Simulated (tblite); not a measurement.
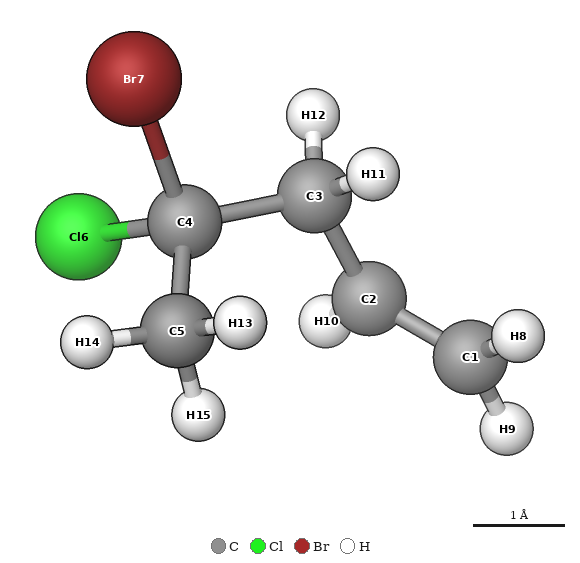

Starting structure of C$_{5}$H$_{8}$BrCl. The picture is a ball-and-stick view, seen at a tilt.

Level of theory: GFN2-xTB geometry optimisation, gas phase in tblite 0.8.0.

```xyz
15

C     1.9820   -0.4155   -1.1660
C     1.2926    0.4842   -0.4397
C     0.5508    0.1370    0.8353
C    -0.9813    0.3888    0.7622
C    -1.6807   -0.4178   -0.3191
Cl   -1.3644    2.1223    0.5855
Br   -1.7451   -0.1866    2.4988
H     2.0238   -1.4595   -0.8942
H     2.5130   -0.1059   -2.0576
H     1.2962    1.5227   -0.7355
H     0.7279   -0.9121    1.0904
H     0.9771    0.7256    1.6511
H    -1.4790   -1.4871   -0.2191
H    -2.7641   -0.2908   -0.2919
H    -1.3532   -0.0972   -1.3222
```

Q: Where does the relaxation end?

A: Over 46 geometry steps the energy falls by 7.91 kJ/mol. H10 moves most after the best rigid fit: 0.14 Å. By element the largest moves are H 0.14 Å, Cl 0.09 Å, C 0.06 Å, Br 0.01 Å. Near-neighbour distances that change, for instance: C3–C4 1.554 → 1.524 Å, C1–C2 1.346 → 1.319 Å, C2–C3 1.515 → 1.499 Å, C5–H15 1.103 → 1.089 Å. Among the angles between lasting bonds that change: H14–C5–H15 106.5° → 109.0°, C2–C3–C4 113.9° → 111.8°, H11–C3–H12 106.2° → 108.2°.

Final geometry:

```xyz
15

C     1.9266   -0.3929   -1.1609
C     1.2434    0.4690   -0.4325
C     0.5493    0.1181    0.8489
C    -0.9524    0.3632    0.7659
C    -1.6340   -0.4151   -0.3371
Cl   -1.2775    2.1130    0.5534
Br   -1.7538   -0.1850    2.5030
H     2.0270   -1.4274   -0.8756
H     2.4257   -0.0995   -2.0681
H     1.1576    1.5028   -0.7371
H     0.7150   -0.9349    1.0893
H     0.9628    0.7237    1.6607
H    -1.4680   -1.4816   -0.1937
H    -2.7054   -0.2262   -0.3381
H    -1.2209   -0.1192   -1.3001
```

After the run, drawn alike:

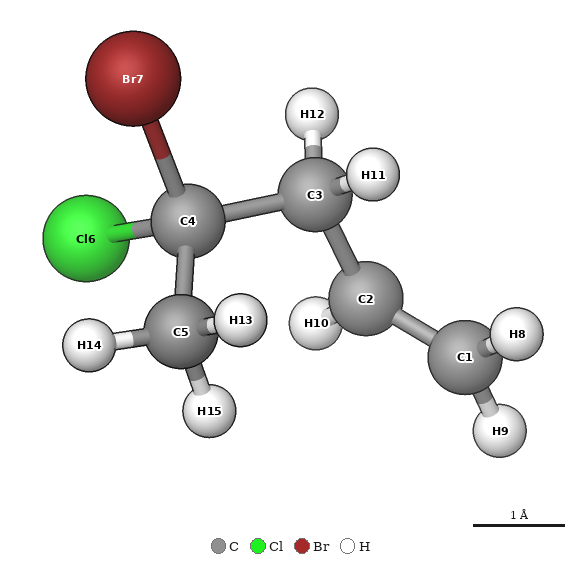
